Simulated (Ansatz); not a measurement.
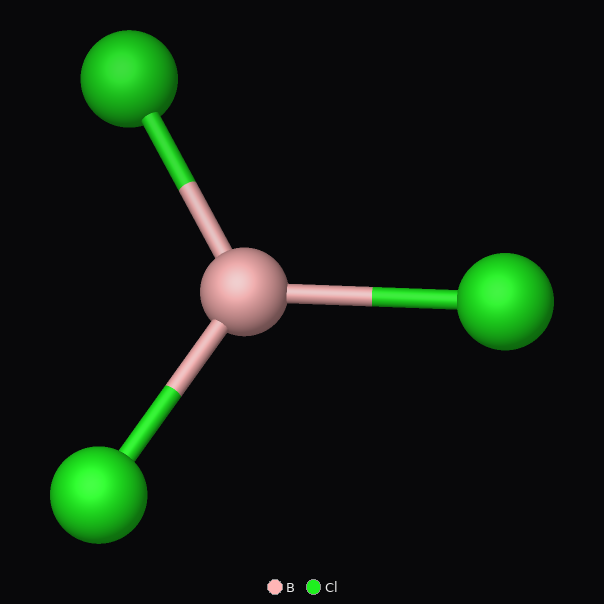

Which formula does it have?

BCl₃, 4 atoms: 1 boron and 3 chlorine.

What is the point group of this geometry?

D3h.

How many bonds of each kind are drawn?

3 B–Cl. Sticks follow a distance rule.

How many sets of symmetry-equivalent atoms are there?

2: 1 B, 3 Cl.

More results for the same structure follow; atom numbers are the same in all pictures, views and colours differ. Computed geometry: PBE0-D4/def2-TZVP optimisation.

Geometry

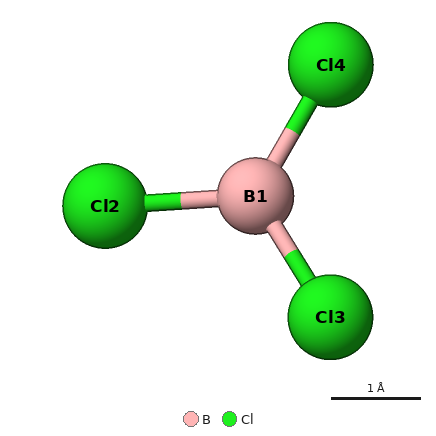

Give these bond angles: Cl2–B1–Cl3.

| angle | degrees |
| --- | --- |
| Cl2–B1–Cl3 | 120.0 |

Electronic properties

Level of theory: RHF-CCSD(T), frozen core/def2-TZVPP (Ansatz 0.2.0).

Estimate the T1 diagnostic.

0.011.

Vibrations

Harmonic vibrations computed with RKS PBE0-D4/def2-TZVP (Ansatz 0.2.0) at a stationary point of the same level.

List the wavenumbers.

6 modes: 253, 253, 457, 476, 977, 977 cm⁻¹.

Charges

The questions are on Mulliken charges. Method: RKS PBE0-D4/def2-TZVP (Ansatz 0.2.0).

Give the Mulliken charges atom by atom.

```
atom  value (e)
  B1       0.23
 Cl2      −0.08
 Cl3      −0.08
 Cl4      −0.08
```

Mulliken values depend strongly on the basis set and can even reverse the polarity of a bond.
